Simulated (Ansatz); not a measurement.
# CH7GaSi: how energies converge with the basis set

How large a basis does CH7GaSi need? Two functionals are run in growing sets.

Method: one geometry, several basis sets; program: Ansatz 0.2.0, Gaussian basis.

Plan: PBE0-D4/def2-SVP; ωB97M-V/def2-SVP; PBE0-D4/def2-QZVPP; ωB97M-V/def2-QZVPP; the functionals' def2-TZVPP values are taken from earlier runs.

### Step 1. The relaxed structure

All runs share one geometry, relaxed beforehand with PBE0-D4 in a triple-zeta def2 set.

10 atoms, charge 0, spin multiplicity 1.

Atoms are counted from 1 here; the program's logs count them from 0.

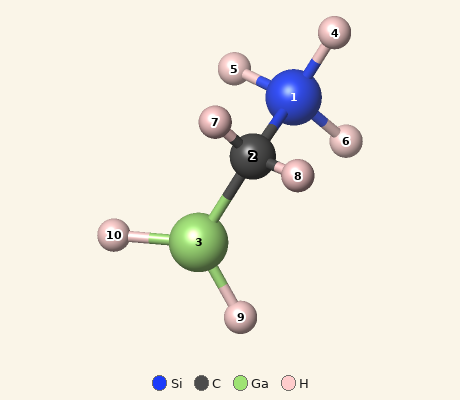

The geometry (silicon blue, carbon dark grey, gallium green, hydrogen pink); atoms are numbered from 1 in the order of the file.

As a file:

```xyz
10

Si   -1.1728    0.3177   -0.7730
C     0.1535   -0.7857   -0.0593
Ga    1.4348    0.1899    1.0707
H    -2.1348   -0.4358   -1.6234
H    -0.5638    1.3905   -1.6079
H    -1.9433    0.9781    0.3175
H     0.6875   -1.2577   -0.8895
H    -0.3336   -1.5656    0.5336
H     1.1553    0.3445    2.6086
H     2.7172    0.8241    0.4226
```

### Step 2. PBE0-D4 in def2-SVP

in.yaml

```yaml
crystal:
  periodic: [false, false, false]
  atoms:
    - {symbol: Si, position_ang: [-1.172787, 0.317652, -0.772950]}
    - {symbol: C, position_ang: [0.153511, -0.785695, -0.059260]}
    - {symbol: Ga, position_ang: [1.434767, 0.189937, 1.070740]}
    - {symbol: H, position_ang: [-2.134825, -0.435791, -1.623447]}
    - {symbol: H, position_ang: [-0.563755, 1.390465, -1.607898]}
    - {symbol: H, position_ang: [-1.943330, 0.978089, 0.317518]}
    - {symbol: H, position_ang: [0.687513, -1.257694, -0.889492]}
    - {symbol: H, position_ang: [-0.333636, -1.565627, 0.533633]}
    - {symbol: H, position_ang: [1.155328, 0.344524, 2.608557]}
    - {symbol: H, position_ang: [2.717213, 0.824139, 0.422609]}
basis:
  gaussian: {orbitals: def2-SVP}
hamiltonian: {xc: pbe0, dispersion: d4}
output: {orbitals: {seedname: orbitals}}
```

The run is started by

```console
$ ansatz run in.yaml --threads 2 --pin off --events-out ev --progress --plain --max-ram 4352MiB
```

Further steps of the session: ωB97M-V in def2-SVP; PBE0-D4 in def2-QZVPP; ωB97M-V in def2-QZVPP.

**Question.** What will the summary of the whole plan be? Wanted: PBE0-D4: double and triple zeta above quadruple; ωB97M-V: double and triple zeta above quadruple.

As calculated:

| quantity | value |
| --- | --- |
| PBE0-D4: double and triple zeta above quadruple | 12.27, 1.53 eV |
| ωB97M-V: double and triple zeta above quadruple | 12.33, 1.48 eV |

PBE0-D4 gains 10.74 eV from double to triple zeta, then 1.53 eV more. These are total energies; as a rule much of such shifts cancels in differences, which this series doesn't test.
